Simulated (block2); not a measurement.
# CTeS (SMILES S=C=[Te]) at DMRG/STO-3G

What is the vertical singlet–triplet gap of CTeS at DMRG/STO-3G? 

Program for the calculation: block2 0.5.4.

5 further runs of the same task are left out: 1 that didn't finish, 4 set aside as unsound or not needed.

**1. The structure to begin with**

CTeS: 3 atoms, total charge 0, spin state singlet. As SMILES, `S=C=[Te]`. The shape comes from GFN2-xTB, which is rough for such elements, and wasn't checked as a minimum.

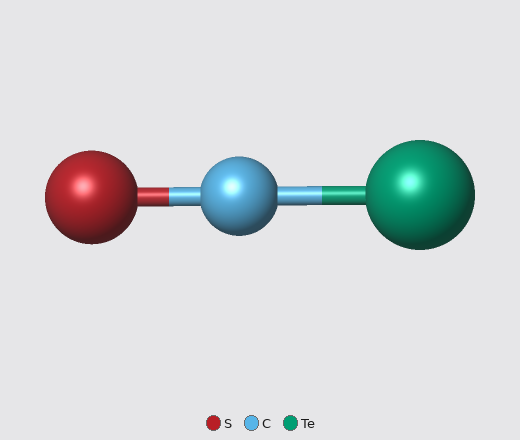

The structure, seen from a chosen angle (sulfur red, carbon blue, tellurium teal).

**2. The energy at DMRG/STO-3G**

dmrg.py

```python
import numpy as np
from pyscf import cc, dft, gto, mcscf, mp, scf
from pyblock2._pyscf.ao2mo import integrals as itg
from pyblock2.driver.core import DMRGDriver, SymmetryTypes

geom = """
S      1.302860     0.681650     0.790390
C      0.092070     0.046960     0.055760
Te    -1.394930    -0.728610    -0.846150
"""
mol = gto.M(
    atom=geom,
    basis="sto-3g",
    verbose=3,
)
print("nao                            = %d" % (mol.nao))
mf = scf.RHF(mol)
mf.conv_tol = 1e-10
mf.max_cycle = 200
mf.kernel()
if not mf.converged:
    mf = mf.newton().run(mf.mo_coeff, mf.mo_occ)
print("reference energy               = %.10f" % (mf.e_tot))
ref = mf
pt = mp.MP2(ref, frozen=24).run()
mycc = cc.CCSD(ref, frozen=24)
mycc.max_cycle = 150
mycc.kernel()
print(f"MP2 total energy               = {pt.e_tot:.10f}")
if mycc.converged:
    print(f"CCSD total energy              = {mycc.e_tot:.10f}")
    print(f"CCSD(T) total energy           = {mycc.e_tot + mycc.ccsd_t():.10f}")
    print(f"T1 diagnostic                  = {mycc.get_t1_diagnostic():.4f}")
ks = dft.RKS(mol, xc="b3lyp").set(conv_tol=1e-9, verbose=3).run()
if ks.converged:
    print(f"E(B3LYP)                       = {ks.e_tot:.8f}")
ks = dft.RKS(mol, xc="lda,vwn5").set(conv_tol=1e-9, verbose=3).run()
if ks.converged:
    print(f"E(SVWN5)                       = {ks.e_tot:.8f}")
ks = dft.RKS(mol, xc="tpss").set(conv_tol=1e-9, verbose=3).run()
if ks.converged:
    print("E(TPSS)                        = %.8f" % (ks.e_tot))
occ_no, mo = mcscf.addons.make_natural_orbitals(mp.MP2(mf, frozen=24).run())
mf.mo_coeff = mo
ncas, n_elec, spin, ecore, h1e, g2e, orb_sym = itg.get_rhf_integrals(mf, ncore=24, ncas=17, pg_symm=False, g2e_symm=1)
driver = DMRGDriver(scratch="./tmp", symm_type=SymmetryTypes.SU2, stack_mem=1500 << 20, n_threads=1)
idx = driver.orbital_reordering(h1e, g2e, method="fiedler")
print("orbital order:", idx.tolist())
h1e = h1e[np.ix_(idx, idx)]
g2e = g2e[np.ix_(idx, idx, idx, idx)]
orb_sym = np.array(orb_sym)[idx]
driver.initialize_system(n_sites=ncas, n_elec=n_elec, spin=spin, orb_sym=orb_sym)
mpo = driver.get_qc_mpo(h1e=h1e, g2e=g2e, ecore=ecore, iprint=0)
occs = np.array([1.7] * 13 + [0.3] * 4)[idx]
ket = driver.get_random_mps(tag="GS", bond_dim=37, nroots=1, occs=occs)
bond_dims = [37] * 2 + [75] * 3 + [150] * 4
noises = [0.0001] * 2 + [0.0001] * 3 + [1e-05] * 4 + [0]
thrds = [1e-07] * 9
e = driver.dmrg(mpo, ket, n_sweeps=15, tol=1e-07, bond_dims=bond_dims, noises=noises, thrds=thrds, iprint=2)
ms, dws, es = driver.get_dmrg_results()
print("discarded weight               = %.3e" % (dws[-1]))
print("final energy                   = %.10f" % (e))
dm1 = driver.get_1pdm(ket)
print("NOONs                          =", np.round(np.linalg.eigvalsh(dm1)[::-1], 5).tolist())
c_act = mf.mo_coeff[:, 24:41][:, idx]
dm_ao = c_act @ dm1 @ c_act.T + 2 * mf.mo_coeff[:, :24] @ mf.mo_coeff[:, :24].T
print("dipole moment (debye)          =", np.round(scf.hf.dip_moment(mol, dm_ao, verbose=0), 4).tolist())
print("max block entropy              = %.4f" % (max(driver.get_bipartite_entanglement(ket))))
```

Run with:

```console
$ python dmrg.py
```

Log:

```text
nao                            = 41
[... 40 lines left out ...]
 --> Site =    1-   2 .. Mmps =    6 Ndav =   9 E =  -6975.9205511017 Error = 0.00e+00 FLOPS = 4.98e+08 Tdav = 0.00 T = 0.01
[... 27 lines left out ...]
 <-- Site =   11-  12 .. Mmps =   37 Ndav =   2 E =  -6977.8073269344 Error = 2.28e-10 FLOPS = 2.01e+09 Tdav = 0.00 T = 0.05
[... 27 lines left out ...]
 --> Site =    7-   8 .. Mmps =   75 Ndav =   7 E =  -6977.8421534464 Error = 1.50e-06 FLOPS = 3.18e+09 Tdav = 0.11 T = 0.49
[... 27 lines left out ...]
 <-- Site =    5-   6 .. Mmps =   75 Ndav =   6 E =  -6977.8438238394 Error = 2.90e-05 FLOPS = 3.78e+09 Tdav = 0.15 T = 0.33
[... 27 lines left out ...]
 --> Site =   13-  14 .. Mmps =   75 Ndav =   1 E =  -6977.8448713519 Error = 1.20e-14 FLOPS = 1.34e+09 Tdav = 0.00 T = 0.05
[... 36 lines left out ...]
 --> Site =    0-   1 .. Mmps =    3 Ndav =   1 E =  -6977.8461488433 Error = 0.00e+00 FLOPS = 6.07e+08 Tdav = 0.00 T = 0.00
[... 27 lines left out ...]
 <-- Site =   12-  13 .. Mmps =   79 Ndav =   1 E =  -6977.8482643269 Error = 7.07e-21 FLOPS = 2.88e+09 Tdav = 0.01 T = 0.12
[... 27 lines left out ...]
 --> Site =    6-   7 .. Mmps =  150 Ndav =   4 E =  -6977.8483994400 Error = 1.54e-05 FLOPS = 4.22e+09 Tdav = 0.75 T = 1.37
[... 27 lines left out ...]
 <-- Site =    6-   7 .. Mmps =  150 Ndav =   6 E =  -6977.8484002866 Error = 1.50e-05 FLOPS = 4.18e+09 Tdav = 1.08 T = 1.62
[... 27 lines left out ...]
 --> Site =   12-  13 .. Mmps =   53 Ndav =   1 E =  -6977.8483583240 Error = 5.73e-20 FLOPS = 2.96e+09 Tdav = 0.00 T = 0.11
[... 22 lines left out ...]
 <-- Site =    5-   6 .. Mmps =  150 Ndav =   5 E =  -6977.8483846405 Error = 9.10e-06 FLOPS = 4.22e+09 Tdav = 0.69 T = 1.11
 <-- Site =    4-   5 .. Mmps =  150 Ndav =   4 E =  -6977.8483599042 Error = 5.20e-07 FLOPS = 3.91e+09 Tdav = 0.22 T = 0.52
 <-- Site =    3-   4 .. Mmps =  150 Ndav =   2 E =  -6977.8483583823 Error = 1.86e-17 FLOPS = 3.53e+09 Tdav = 0.03 T = 0.19
 <-- Site =    2-   3 .. Mmps =  127 Ndav =   1 E =  -6977.8483583823 Error = 9.29e-20 FLOPS = 2.53e+09 Tdav = 0.00 T = 0.10
 <-- Site =    1-   2 .. Mmps =   90 Ndav =   1 E =  -6977.8483583823 Error = 4.42e-20 FLOPS = 1.43e+09 Tdav = 0.00 T = 0.07
 <-- Site =    0-   1 .. Mmps =   54 Ndav =   1 E =  -6977.8483583823 Error = 9.28e-23 FLOPS = 6.18e+08 Tdav = 0.00 T = 0.01
[... 8 lines left out ...]
discarded weight               = 1.475e-05
final energy                   = -6977.8484020902
NOONs                          = [2.0, 2.0, 1.99999, 1.99999, 1.99997, 1.99742, 1.9971, 1.97136, 1.96056, 1.94706, 1.94706, 1.93191, 1.93191, 0.12279, 0.12279, 0.04362, 0.02648]
dipole moment (debye)          = [1.6955, 0.8859, 1.0285]
max block entropy              = 0.6360
```

It took 94 s on 1 thread of Arm Neoverse V1, shared host; peak memory 0.45 GiB.

**3. The triplet: a single-point energy at DMRG/STO-3G**

run_dmrg.py

```python
import numpy as np
from pyscf import cc, dft, gto, mcscf, mp, scf
from pyblock2._pyscf.ao2mo import integrals as itg
from pyblock2.driver.core import DMRGDriver, SymmetryTypes

mol = gto.M(atom="""
S      2.46204858     1.28813181     1.49362063
C      0.17398708     0.08874154     0.10537113
Te    -2.63603566    -1.37687335    -1.59899176
""", basis="sto-3g", unit="bohr", spin=2, verbose=3, max_memory=2000)
print("basis functions               : %d" % (mol.nao))
mf = scf.ROHF(mol)
mf.conv_tol = 1e-10
mf.max_cycle = 200
mf.kernel()
if not mf.converged:
    mf = mf.newton().run(mf.mo_coeff, mf.mo_occ)
print("E(SCF)                        : %.10f" % (mf.e_tot))
ref = scf.UHF(mol).run(mf.make_rdm1(), conv_tol=1e-10)
pt = mp.MP2(ref, frozen=24).run()
mycc = cc.CCSD(ref, frozen=24)
mycc.max_cycle = 150
mycc.kernel()
print("E(MP2)                        : %.10f" % (pt.e_tot))
if mycc.converged:
    print(f"CCSD total energy             : {mycc.e_tot:.10f}")
    print("E(CCSD(T))                    : %.10f" % (mycc.e_tot + mycc.ccsd_t()))
ks = dft.UKS(mol, xc="b3lyp").set(conv_tol=1e-9, verbose=3).run(mf.make_rdm1())
if ks.converged:
    print("E(B3LYP)                      : %.8f" % (ks.e_tot))
ks = dft.UKS(mol, xc="lda,vwn5").set(conv_tol=1e-9, verbose=3).run(mf.make_rdm1())
if ks.converged:
    print("E(SVWN5)                      : %.8f" % (ks.e_tot))
ks = dft.UKS(mol, xc="tpss").set(conv_tol=1e-9, verbose=3).run(mf.make_rdm1())
if ks.converged:
    print("E(TPSS)                       : %.8f" % (ks.e_tot))
occ_no, mo = mcscf.addons.make_natural_orbitals(mp.MP2(mf.to_uhf(), frozen=24).run())
mf.mo_coeff = mo
ncas, n_elec, spin, ecore, h1e, g2e, orb_sym = itg.get_rhf_integrals(mf, ncore=24, ncas=17, pg_symm=False, g2e_symm=1)
drv = DMRGDriver(scratch="./tmp", symm_type=SymmetryTypes.SU2, stack_mem=1500 << 20, n_threads=1)
idx = drv.orbital_reordering(h1e, g2e, method="fiedler")
print("orbital order:", idx.tolist())
h1e = h1e[np.ix_(idx, idx)]
g2e = g2e[np.ix_(idx, idx, idx, idx)]
orb_sym = np.array(orb_sym)[idx]
drv.initialize_system(n_sites=ncas, n_elec=n_elec, spin=spin, orb_sym=orb_sym)
mpo = drv.get_qc_mpo(h1e=h1e, g2e=g2e, ecore=ecore, iprint=1)
occs = np.array([1.7] * 12 + [1.0] * 2 + [0.3] * 3)[idx]
mps = drv.get_random_mps(tag="GS", bond_dim=75, nroots=1, occs=occs)
bond_dims = [75] * 3 + [150] * 2
noises = [0.0001] * 3 + [1e-05] * 2 + [0]
thrds = [1e-07] * 5
e = drv.dmrg(mpo, mps, n_sweeps=11, tol=1e-06, bond_dims=bond_dims, noises=noises, thrds=thrds, iprint=2)
ms, dws, es = drv.get_dmrg_results()
print("discarded weight              : %.3e" % (dws[-1]))
print(f"E(final)                      : {e:.10f}")
dm1 = drv.get_1pdm(mps)
print("NOONs                         :", np.round(np.linalg.eigvalsh(dm1)[::-1], 5).tolist())
c_act = mf.mo_coeff[:, 24:41][:, idx]
dm_ao = c_act @ dm1 @ c_act.T + 2 * mf.mo_coeff[:, :24] @ mf.mo_coeff[:, :24].T
print("dipole / D                    :", np.round(scf.hf.dip_moment(mol, dm_ao, verbose=0), 4).tolist())
print("max block entropy             : %.4f" % (max(drv.get_bipartite_entanglement(mps))))
```

Run with:

```console
$ python run_dmrg.py
```

Log:

```text
basis functions               : 41
converged SCF energy = -6977.57950699219
E(SCF)                        : -6977.5795069922
converged SCF energy = -6977.57966930441  <S^2> = 2.0772849  2S+1 = 3.0510882
E(UMP2) = -6977.67989938959  E_corr = -0.100230085180812
E(SCS-UMP2) = -6977.67912021151  E_corr = -0.0994509071022298
E(UCCSD) = -6977.705692681246  E_corr = -0.1260233768373684
E(MP2)                        : -6977.6798993896
CCSD total energy             : -6977.7056926812
UCCSD(T) correction = -0.00289236491678064
E(CCSD(T))                    : -6977.7085850462

WARN: HOMO -0.00983822531904704 >= LUMO -0.0966454808579587

WARN: HOMO 0.00971093451885446 >= LUMO -0.089664188506708

WARN: HOMO -0.00938551535752757 >= LUMO -0.0940339618462861

WARN: HOMO -0.00700112649670193 >= LUMO -0.0938272853885371

WARN: HOMO -0.00857384592429755 >= LUMO -0.0931712902530655

WARN: HOMO -0.00846929897870125 >= LUMO -0.0926636986596846

WARN: HOMO -0.00843756657173 >= LUMO -0.0926461169763781

WARN: HOMO -0.00842137815956417 >= LUMO -0.0926295521578786

WARN: HOMO -0.00841678118716277 >= LUMO -0.0926293095387036

WARN: HOMO -0.00841649885722695 >= LUMO -0.0926294848016634

converged SCF energy = -6980.51752381144  <S^2> = 2.0114245  2S+1 = 3.0076067
E(B3LYP)                      : -6980.51752381

WARN: HOMO 0.0235513370085401 >= LUMO -0.10479466961403

WARN: HOMO 0.0535824117459525 >= LUMO -0.0741129098218939

WARN: HOMO 0.0199272319515028 >= LUMO -0.111468282988648

WARN: HOMO 0.0303298628795045 >= LUMO -0.106852978505017

WARN: HOMO 0.0252212631648139 >= LUMO -0.111445265531391

WARN: HOMO 0.0265658214153336 >= LUMO -0.112937743532711

WARN: HOMO 0.0297958210819044 >= LUMO -0.117250819130084

WARN: HOMO 0.0235267169790254 >= LUMO -0.108644103007804

WARN: HOMO 0.021546865367311 >= LUMO -0.105860538452271

WARN: HOMO 0.027796335782003 >= LUMO -0.113769567644216

WARN: HOMO 0.0235187722057573 >= LUMO -0.108277042550149

[... 20 lines left out ...]
WARN: HOMO 0.0235399122758243 >= LUMO -0.108299547716557
[... 33 lines left out ...]
WARN: HOMO 0.029487819432503 >= LUMO -0.116222555040868
[... 32 lines left out ...]
WARN: HOMO 0.0173767709950586 >= LUMO -0.104943089319626
[... 71 lines left out ...]
 --> Site =    7-   8 .. Mmps =   75 Ndav =  14 E =  -6976.7647461730 Error = 9.04e-07 FLOPS = 3.54e+09 Tdav = 0.44 T = 1.42
[... 25 lines left out ...]
 <-- Site =    7-   8 .. Mmps =   75 Ndav =  12 E =  -6977.6897052925 Error = 1.23e-06 FLOPS = 3.49e+09 Tdav = 0.34 T = 1.19
[... 25 lines left out ...]
 --> Site =    9-  10 .. Mmps =   75 Ndav =   3 E =  -6977.7138913075 Error = 5.49e-08 FLOPS = 3.69e+09 Tdav = 0.08 T = 0.32
[... 25 lines left out ...]
 <-- Site =    5-   6 .. Mmps =  150 Ndav =  10 E =  -6977.7142807847 Error = 8.28e-06 FLOPS = 4.01e+09 Tdav = 0.73 T = 1.16
[... 25 lines left out ...]
 --> Site =   11-  12 .. Mmps =  150 Ndav =   1 E =  -6977.7161550003 Error = 6.84e-13 FLOPS = 3.49e+09 Tdav = 0.02 T = 0.28
[... 25 lines left out ...]
 <-- Site =    3-   4 .. Mmps =  150 Ndav =  12 E =  -6977.7162418404 Error = 6.59e-09 FLOPS = 3.66e+09 Tdav = 0.29 T = 0.50
[... 25 lines left out ...]
 --> Site =   13-  14 .. Mmps =   39 Ndav =   1 E =  -6977.7162491282 Error = 4.67e-20 FLOPS = 1.71e+09 Tdav = 0.00 T = 0.05
[... 25 lines left out ...]
 <-- Site =    1-   2 .. Mmps =  115 Ndav =   1 E =  -6977.7162507980 Error = 6.99e-20 FLOPS = 1.67e+09 Tdav = 0.00 T = 0.11
[... 20 lines left out ...]
 --> Site =   10-  11 .. Mmps =  150 Ndav =   1 E =  -6977.7162503920 Error = 3.74e-15 FLOPS = 3.85e+09 Tdav = 0.06 T = 0.44
 --> Site =   11-  12 .. Mmps =   98 Ndav =   1 E =  -6977.7162503920 Error = 3.93e-20 FLOPS = 3.61e+09 Tdav = 0.03 T = 0.31
 --> Site =   12-  13 .. Mmps =   74 Ndav =   1 E =  -6977.7162503920 Error = 3.13e-20 FLOPS = 2.91e+09 Tdav = 0.00 T = 0.12
 --> Site =   13-  14 .. Mmps =   35 Ndav =   1 E =  -6977.7162503920 Error = 3.11e-20 FLOPS = 1.76e+09 Tdav = 0.00 T = 0.04
 --> Site =   14-  15 .. Mmps =   10 Ndav =   1 E =  -6977.7162503920 Error = 3.13e-21 FLOPS = 4.76e+08 Tdav = 0.00 T = 0.02
 --> Site =   15-  16 .. Mmps =    5 Ndav =   1 E =  -6977.7162503920 Error = 2.71e-23 FLOPS = 2.10e+07 Tdav = 0.00 T = 0.00
[... 8 lines left out ...]
discarded weight              : 3.362e-05
E(final)                      : -6977.7163368730
NOONs                         : [2.0, 2.0, 1.99999, 1.99999, 1.99997, 1.99759, 1.99661, 1.97132, 1.96467, 1.94139, 1.94131, 1.50616, 1.48567, 0.57297, 0.55271, 0.04525, 0.02441]
dipole / D                    : [0.4175, 0.2196, 0.2533]
max block entropy             : 1.2242
```

Run time: 1.7 min. Hardware: 1 thread of Arm Neoverse V1, shared host; peak memory 0.46 GiB.

**4. Outcome**

At DMRG/STO-3G, 24 core orbitals frozen:

```
                                                                   quantity           value
                                           run 1, DMRG/STO-3G: total energy  -6977.84840 Eh
run 1, DMRG/STO-3G: dipole moment (of the density that the program reports)          2.17 D
                         run 1, DMRG/STO-3G: T1 diagnostic of the CCSD step           0.015
                                                      triplet: total energy  -6977.71634 Eh
           triplet: dipole moment (of the density that the program reports)          0.54 D
                           vertical energy of the triplet above the singlet        3.594 eV
```

**Reading.** At this shape the triplet lies 3.59 eV (83 kcal/mol) above the singlet. In a minimal basis such a difference can be off by several eV, whatever the method. Relativity is left out (run 1, DMRG/STO-3G) although the molecule holds a heavy atom. Relativity is left out (triplet) although the molecule holds a heavy atom.
